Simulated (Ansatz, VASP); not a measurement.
# Ni3Sn4 in two plane-wave programs, part 2 of 2

Aim: how closely do two programs agree when they are given the same cell, functional and k mesh?

VASP 6.6.1 and Ansatz 0.2.0.

So far. Step 2 (Ansatz: single point, PBEsol): The run ends at a pressure of -2.25 GPa, with forces up to 0.11 eV/Å.

## 3. VASP: single point, PBEsol

Level of this step: PBEsol, spin-polarised from a ferrimagnetic start; plane waves and PAW (Sn, Ni) (VASP).

The same cell, functional, mesh and smearing now go to VASP, with its own data sets and cutoff.

Lines of VASP's logs that name or quote its potential files are left out, and so is its time.

INCAR reads:

```
SYSTEM = Ni3Sn4
PREC = Normal
ENCUT = 350
EDIFF = 1E-06
NELM = 150
ISMEAR = 0
SIGMA = 0.05
LREAL = .FALSE.
ALGO = Normal
GGA = PS
NBANDS = 34
ISPIN = 2
MAGMOM = 0 0 0 0 1 -1 1
LMAXMIX = 4
LORBIT = 11
LWAVE = .FALSE.
LCHARG = .FALSE.
KPAR = 2
AMIX = 0.2
BMIX = 1E-04
AMIX_MAG = 0.8
BMIX_MAG = 1E-04
```

POSCAR reads:

```
Ni3Sn4
1.0
    6.1070000000     -2.0300000000      0.0000000000
    6.1070000000      2.0300000000      0.0000000000
   -1.3507765964      0.0000000000      5.0411668874
Sn Ni
4 3
Direct
    0.5714000000      0.5714000000      0.3136000000
    0.4286000000      0.4286000000      0.6864000000
    0.8282000000      0.8282000000      0.1877000000
    0.1718000000      0.1718000000      0.8123000000
    0.7853000000      0.7853000000      0.6631000000
    0.2147000000      0.2147000000      0.3369000000
    0.0000000000      0.0000000000      0.0000000000
```

KPOINTS reads:

```
Automatic mesh
0
Gamma
5 5 4
0 0 0
```

PAW data sets: Sn and Ni (PBE family, release 64).

On the command line:

```sh
$ mpirun -np 2 vasp_std
```

Numbers of over 12 decimals in the logs are rounded to 6 here.

What it wrote:

```text
[banner, memory and clock lines left out]
running    2 mpi-ranks, on    1 nodes
 distrk:  each k-point on    1 cores,    2 groups
 distr:  one band on    1 cores,    1 groups

 POSCAR found type information on POSCAR SnNi
 POSCAR found :  2 types and       7 ions
|                                                                             |
|               ----> ADVICE to this user running VASP <----                  |
|                                                                             |
|     You enforced a specific xc type in the INCAR file but a different       |
|     [... a line on the potential file left out ...]
|     I HOPE YOU KNOW WHAT YOU ARE DOING!                                     |
|                                                                             |

 LDA part: xc-table for (Slater+PW92), standard interpolation
 POSCAR, INCAR and KPOINTS ok, starting setup
 FFT: planning ... GRIDC
 FFT: planning ... GRID_SOFT
 FFT: planning ... GRID
 WAVECAR not read
 entering main loop
       N       E                     dE             d eps       ncg     rms          rms(c)
DAV:   1     0.231623093973E+03    0.23162E+03   -0.14169E+04  4488   0.982E+02
DAV:   2    -0.250307163178E+02   -0.25665E+03   -0.24294E+03  4556   0.256E+02
DAV:   3    -0.399971070237E+02   -0.14966E+02   -0.14295E+02  5422   0.747E+01
DAV:   4    -0.403266885712E+02   -0.32958E+00   -0.32763E+00  5250   0.104E+01
DAV:   5    -0.403348454569E+02   -0.81569E-02   -0.81521E-02  6062   0.164E+00    0.191E+01
DAV:   6    -0.396361918344E+02    0.69865E+00   -0.22289E+01  5290   0.680E+01    0.135E+01
DAV:   7    -0.376534956991E+02    0.19827E+01   -0.45716E+00  5426   0.370E+01    0.592E+00
DAV:   8    -0.376009801758E+02    0.52516E-01   -0.13813E+00  6708   0.200E+01    0.586E+00
DAV:   9    -0.374415619363E+02    0.15942E+00   -0.66991E-01  6644   0.180E+01    0.351E+00
DAV:  10    -0.373330103426E+02    0.10855E+00   -0.30735E-01  5294   0.949E+00    0.140E+00
DAV:  11    -0.373282765937E+02    0.47337E-02   -0.51607E-02  5688   0.337E+00    0.676E-01
DAV:  12    -0.373276208971E+02    0.65570E-03   -0.10206E-02  5178   0.113E+00    0.390E-01
DAV:  13    -0.373265600025E+02    0.10609E-02   -0.21009E-03  5300   0.102E+00    0.266E-01
DAV:  14    -0.373260172361E+02    0.54277E-03   -0.10371E-03  6176   0.776E-01    0.155E-01
DAV:  15    -0.373256814949E+02    0.33574E-03   -0.77588E-04  5370   0.200E-01    0.579E-02
DAV:  16    -0.373256644748E+02    0.17020E-04   -0.11089E-04  5900   0.889E-02    0.293E-02
DAV:  17    -0.373256641052E+02    0.36955E-06   -0.24698E-05  5986   0.489E-02    0.108E-02
DAV:  18    -0.373256629954E+02    0.11099E-05   -0.43517E-06  4674   0.209E-02    0.566E-03
DAV:  19    -0.373256630523E+02   -0.56948E-07   -0.46774E-07  2378   0.674E-03
   1 F= -.37325663E+02 E0= -.37321956E+02  d E =-.741440E-02  mag=     0.0000
```

From OUTCAR (step 3):

```text
ion  position               nearest neighbor table
   1  0.571  0.571  0.314-   7 2.61   7 2.61   6 2.66   6 2.66   5 2.77   2 2.93   4 3.28   4 3.28
                             2 3.29   3 3.37   3 3.52   3 3.52
   2  0.429  0.429  0.686-   7 2.61   7 2.61   5 2.66   5 2.66   6 2.77   1 2.93   3 3.28   3 3.28
                             1 3.29   4 3.37   4 3.52   4 3.52
   3  0.828  0.828  0.188-   7 2.54   5 2.65   5 2.67   6 2.68   6 2.68   4 3.11   4 3.11   2 3.28
                             2 3.28   1 3.37   1 3.52   1 3.52
   4  0.172  0.172  0.812-   7 2.54   6 2.65   6 2.67   5 2.68   5 2.68   3 3.11   3 3.11   1 3.28
                             1 3.28   2 3.37   2 3.52   2 3.52
   5  0.785  0.785  0.663-   6 2.65   6 2.65   3 2.65   2 2.66   2 2.66   3 2.67   4 2.68   4 2.68
                             7 2.75   1 2.77
   6  0.215  0.215  0.337-   5 2.65   5 2.65   4 2.65   1 2.66   1 2.66   4 2.67   3 2.68   3 2.68
                             7 2.75   2 2.77
   7  0.000  0.000  0.000-   3 2.54   4 2.54   1 2.61   1 2.61   2 2.61   2 2.61   5 2.75   6 2.75

  LATTYP: Found a base centered monoclinic cell.
 ALAT       =    12.2140000000
 B/A-ratio  =     0.3324054364
 C/A-ratio  =     0.4272965449
 COS(beta)  =    -0.2588190451

 Subroutine GETGRP returns: Found  4 space group operations
 (whereof  4 operations were pure point group operations)

The static configuration has the point symmetry C_2h.

 Found     33 irreducible k-points:

   k-points           NKPTS =     33   k-points in BZ     NKDIM =     33   number of bands    NBANDS=     34

   dimension x,y,z NGX =    30 NGY =   30 NGZ =   24
   dimension x,y,z NGXF=    60 NGYF=   60 NGZF=   48

   ENCUT  =  350.0 eV  25.72 Ry    5.07 a.u.   9.82  9.82  7.96*2*pi/ulx,y,z

   NELECT =      46.0000    total number of electrons

 k-points in reciprocal lattice and weights: Automatic mesh
   0.00000000  0.00000000  0.00000000       0.010
   0.20000000  0.00000000  0.00000000       0.040
   0.40000000  0.00000000 -0.00000000       0.040
   0.20000000  0.20000000  0.00000000       0.020
   0.40000000  0.20000000  0.00000000       0.040
  -0.40000000  0.20000000  0.00000000       0.040
  -0.20000000  0.20000000  0.00000000       0.020
   0.40000000  0.40000000 -0.00000000       0.020
  -0.40000000  0.40000000  0.00000000       0.020
[...]
0.40000000  0.40000000  0.50000000       0.020
  -0.40000000  0.40000000  0.50000000       0.020

 average (electrostatic) potential at core
       1 -41.4930       2 -41.4930       3 -41.5495       4 -41.5495       5 -83.7571
       6 -83.7572       7 -83.8010

 E-fermi :   7.2349

 spin component 1
 k-point     1 :       0.0000    0.0000    0.0000
  band No.  band energies     occupation
    ...
     19       5.8346      1.00000
     20       5.9999      1.00000
     21       6.4702      1.00000
     22       6.9393      1.00000
     23       7.0434      1.00000
     24       7.7925      0.00000
     25       8.0708      0.00000
     26       9.0813      0.00000
     27      11.4227      0.00000
     28      11.4603      0.00000
    ...

 k-point     2 :       0.2000    0.0000    0.0000
  band No.  band energies     occupation
    ...
     20       5.9054      1.00000
     21       6.2587      1.00000
     22       6.4268      1.00000
     23       6.5582      1.00000
     24       7.1205      0.99940
     25       8.9289      0.00000
     26       9.3468      0.00000
     27      10.2506      0.00000
     28      11.1181      0.00000
     29      11.5890      0.00000
    ...

 k-point     3 :       0.4000    0.0000   -0.0000
  band No.  band energies     occupation
    ...
     20       5.9368      1.00000
     21       5.9793      1.00000
     22       6.1373      1.00000
     23       6.3848      1.00000
     24       6.8283      1.00000
     25       7.8137      0.00000
     26       8.3560      0.00000
     27       9.1920      0.00000
     28      10.0669      0.00000
     29      10.3513      0.00000
    ...

 k-point     4 :       0.2000    0.2000    0.0000
  band No.  band energies     occupation
    ...
     18       5.7409      1.00000
     19       5.9486      1.00000
     20       6.0987      1.00000
     21       6.4800      1.00000
     22       6.4892      1.00000
     23       7.2932      0.04971
     24       7.7438      0.00000
     25       8.6723      0.00000
     26       9.5247      0.00000
     27      10.3058      0.00000
    ...

 k-point     5 :       0.4000    0.2000    0.0000
  band No.  band energies     occupation
    ...
     19       5.9984      1.00000
     20       6.0561      1.00000
     21       6.1477      1.00000
     22       6.4930      1.00000
     23       6.8952      1.00000
     24       7.7888      0.00000
     25       8.3549      0.00000
     26       9.3514      0.00000
     27       9.5381      0.00000
     28      10.1508      0.00000
    ...

 k-point     6 :      -0.4000    0.2000    0.0000
  band No.  band energies     occupation
    ...
     20       5.8821      1.00000
     21       6.0343      1.00000
     22       6.1784      1.00000
     23       6.4526      1.00000
     24       6.9137      1.00000
     25       7.7999      0.00000
     26       8.2477      0.00000
     27       8.9724      0.00000
     28       9.5820      0.00000
     29      10.1346      0.00000
    ...

  Total       -2.1072115     -1.7288544     -1.7035215      0.0000000      0.0000000     -0.2082482
  in kB      -27.0105659    -22.1607256    -21.8360041      0.0000000      0.0000000     -2.6693583
  external PRESSURE =     -23.6690985 kB  Pullay stress =       0.0000000 kB

  energy-cutoff  :      350.00
  volume of cell :      124.99
      direct lattice vectors                 reciprocal lattice vectors
     6.107000000 -2.030000000  0.000000000     0.081873260 -0.246305419  0.021937874
     6.107000000  2.030000000  0.000000000     0.081873260  0.246305419  0.021937874
    -1.350776596  0.000000000  5.041166887     0.000000000  0.000000000  0.198366771

 POSITION                                       TOTAL-FORCE (eV/Angst)
 -----------------------------------------------------------------------------------
      6.55548      0.00000      1.58091         0.112759      0.000000     -0.053718
      4.30775      0.00000      3.46026        -0.112762      0.000000      0.053721
      9.86209      0.00000      0.94623         0.027960      0.000000     -0.017109
      1.00113      0.00000      4.09494        -0.027965      0.000000      0.017115
      8.69595      0.00000      3.34280        -0.020273      0.000000      0.016893
      2.16727      0.00000      1.69837         0.020288      0.000000     -0.016890
      0.00000      0.00000      0.00000        -0.000007      0.000000     -0.000012
 -----------------------------------------------------------------------------------
    total drift:                                0.000016      0.000000      0.000002

  FREE ENERGIE OF THE ION-ELECTRON SYSTEM (eV)
  ---------------------------------------------------
  free  energy   TOTEN  =       -37.3256630523 eV

  energy  without entropy=      -37.3182486561  energy(sigma->0) =      -37.32195585

 total charge
# of ion       s       p       d       tot
------------------------------------------
    1        1.391   1.679   0.211   3.281
    2        1.391   1.679   0.211   3.281
    3        1.394   1.677   0.213   3.284
    4        1.394   1.677   0.213   3.284
    5        0.424   0.451   8.441   9.316
    6        0.424   0.451   8.441   9.316
    7        0.449   0.466   8.439   9.353
--------------------------------------------------
tot          6.866   8.078  26.170  41.114

 magnetization (x)
# of ion       s       p       d       tot
------------------------------------------
    1        0.000  -0.000  -0.000  -0.000
    2        0.000   0.000  -0.000   0.000
    3        0.000  -0.000  -0.000  -0.000
    4        0.000  -0.000  -0.000  -0.000
    5        0.000   0.000  -0.000  -0.000
    6       -0.000  -0.000   0.000   0.000
    7        0.000   0.000   0.000   0.000
--------------------------------------------------
tot          0.000  -0.000   0.000   0.000

[... 4 further parts left out ...]
```

The run ends at a pressure of -2.37 GPa, with forces up to 0.12 eV/Å.

## 4. Comparison

Known differences besides the PAW data sets themselves: the data sets hold 110 valence electrons in Ansatz (default PAW (the set named soft_2) files) and 46 in VASP; the cutoff is 420 eV in Ansatz and 350 eV in VASP (PREC = Normal); Ansatz makes its cores anew for this functional, VASP keeps those of its PBE data sets; VASP leaves aspherical gradient terms in its spheres out (LASPH is not set), Ansatz keeps them. Total energies have different zeros and are not compared.

The two programs side by side:

| quantity | Ansatz | VASP | difference |
| --- | --- | --- | --- |
| pressure (GPa) | -2.25 | -2.37 | +0.12 |

Forces (eV/Å; atoms numbered as in POSCAR):

| atom | Ansatz x, y, z | VASP x, y, z |
| --- | --- | --- |
| Sn1 | 0.101, 0.000, -0.030 | 0.113, 0.000, -0.054 |
| Sn2 | -0.101, 0.000, 0.030 | -0.113, 0.000, 0.054 |
| Sn3 | 0.001, 0.000, -0.021 | 0.028, 0.000, -0.017 |
| Sn4 | -0.001, 0.000, 0.021 | -0.028, 0.000, 0.017 |
| Ni5 | -0.023, 0.000, 0.010 | -0.020, 0.000, 0.017 |
| Ni6 | 0.023, 0.000, -0.010 | 0.020, 0.000, -0.017 |
| Ni7 | 0.000, 0.000, 0.000 | 0.000, 0.000, 0.000 |

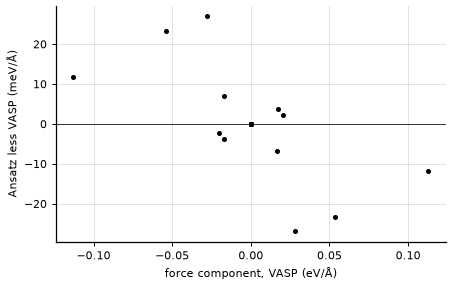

Difference of the force components against their size.

The forces differ by 12 meV/Å r.m.s., which is 29.1 % of the r.m.s. force of 0.04 eV/Å (both taken over all components). Ansatz's pressure holds a Pulay correction of 0.07 GPa; VASP's holds none.

## 5. What came out

```yaml
r_m_s_force_difference_single_point_pbesol: 12 meV/Å
```

The r.m.s. force difference is 12 meV/Å (single point, PBEsol), at about the 12 meV/Å picked in this series as the mark of a large difference. How closely two codes agree says nothing of how well the functional describes the real material.

[Lines on the potential files, build, host, timing and source positions are cut from VASP's logs without a mark.]

[Logs are printed without paths, hosts, clocks, repeated set-up lines and the standing remarks that a program may print on its own settings, such as how far it seeks lower states.]

[Hosts, paths, dates, database ids (printed as entryN), source tags and the programs' standing remarks are cut or masked in the printed files.]
